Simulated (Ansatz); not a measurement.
# Converging zone-centre phonons against the mesh: CoAl (Pm-3m, 2 atoms in the cell)

```yaml
crystal:
  lattice:
    - [2.85142, 0.00000, 0.00000]
    - [0.00000, 2.85142, 0.00000]
    - [0.00000, 0.00000, 2.85142]
  atoms:
    - { symbol: Al, position: [0.50000, 0.50000, 0.50000] }
    - { symbol: Co, position: [0.00000, 0.00000, 0.00000] }
```

Method of the run: PBEsol, PAW files made with PBE (plane waves; Ansatz, a program for electronic structure).

Base settings: basis.ecutwfc = 30.9 Ry; kpoints.mp_grid.grid = 12 12 12; hamiltonian.xc = pbesol; hamiltonian.pseudopotentials = {kind: paw} (the program's default PAW files); scf.occupations.method = gaussian; scf.occupations.width = 0.0073 Ry.

In this ladder: phonons.method = dfpt.

Frequencies are those of the unrelaxed cell, without the LO-TO term of polar crystals.

Only quantities that move along the ladder and can be compared are tabulated.

Core times come from one kind of shared machine, to one figure; runs under 30 s give none.

The starting cell has typed, rounded lattice constants, without a prior relaxation at this level. Its lattice was rescaled by up to half a per cent. Spin polarisation is off. In the base run, with a pressure of about -6 GPa the cell is away from its equilibrium volume at this level.

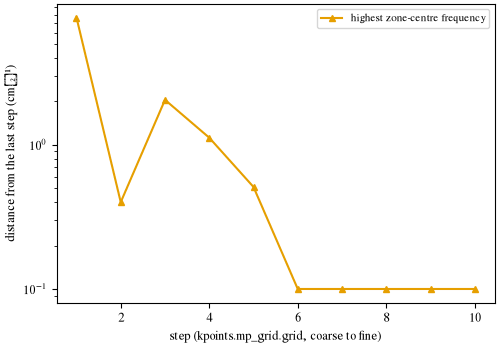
*Distance from the last step along the ladder; very small values are drawn at a floor.*

```csv
kpoints.mp_grid.grid,highest zone-centre frequency (cm⁻¹),core time / last (rough)
3 3 3,313.7,–
4 4 4,321.0,–
5 5 5,319.3,–
6 6 6,322.5,–
7 7 7,320.9,–
9 9 9,321.3,–
11 11 11,321.4,–
14 14 14,321.5,–
17 17 17,321.4,0.3
21 21 21,321.4,0.5
26 26 26,321.4,1
```

Coarsest kpoints.mp_grid.grid that holds the highest zone-centre frequency within 1 cm⁻¹ of the last step, with all finer ones: 7 7 7; the step before is off by 1.1 cm⁻¹.

Keys are those of Ansatz 0.2.
